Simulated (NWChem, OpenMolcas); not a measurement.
**A ladder of methods for SiH2Cl2 (dichlorosilane (DCS))**

SiH2Cl2 has 5 atoms, charge 0, and is taken as a singlet. As SMILES, `Cl[SiH2]Cl`. The shape is that of a PBE0-D4/def2-TZVP optimisation.

Each level gives the vertical energy of the triplet above the singlet (eV). The values are calculated.

```tsv
level	kind	program	value (eV)	CPU time (all runs)
SVWN5/6-311+G**	LDA	OpenMolcas	6.43	77 s
BLYP/6-311+G**	GGA	OpenMolcas	6.52	87 s
PBE/6-311+G**	GGA	OpenMolcas	6.49	89 s
M06-L/6-311+G**	meta-GGA	OpenMolcas	7.24	2.1 min
TPSS/6-311+G**	meta-GGA	OpenMolcas	6.77	4.8 min
PBE0/6-311+G**	global hybrid	OpenMolcas	7.10	82 s
wB97X/6-311+G**	range-separated hybrid	NWChem	7.82	4.2 min
B2PLYP/6-311+G**	double hybrid	NWChem	7.41	86 s
```

The values span 6.43 to 7.82 eV. CPU times are rough (shared hosts, several kinds of processor): they show what a rung costs within a factor of a few.

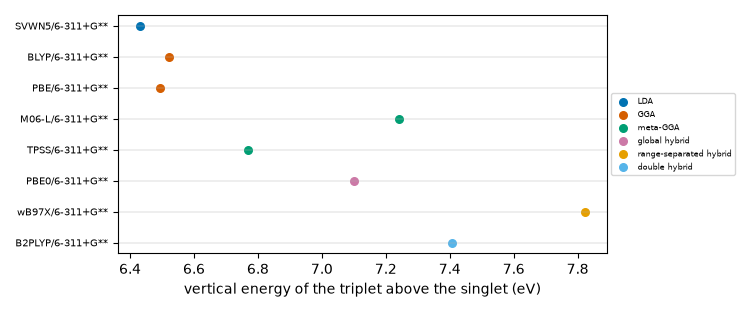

The values of the table, level by level.
